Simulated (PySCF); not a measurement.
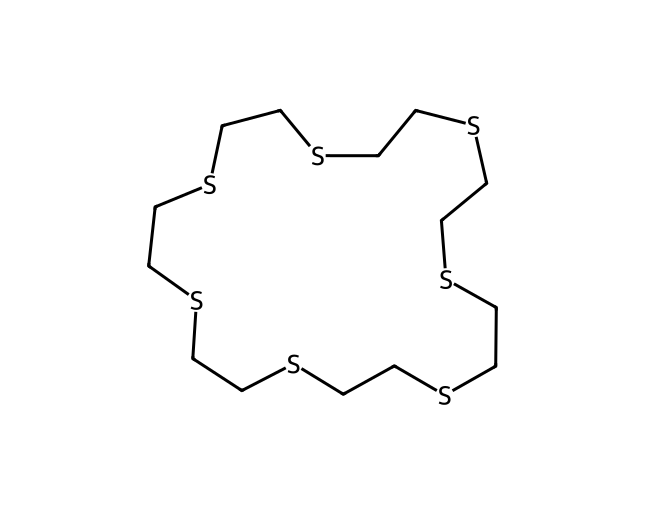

Figure made from data computed with PySCF.

A structural formula.

Write the SMILES.

Answer. C1CSCCSCCSCCSCCSCCSCCS1

What is the molecular formula?

Answer. C14H28S7.

An optimisation with GFN2-xTB gave a structure of which point group?

Answer. C1.
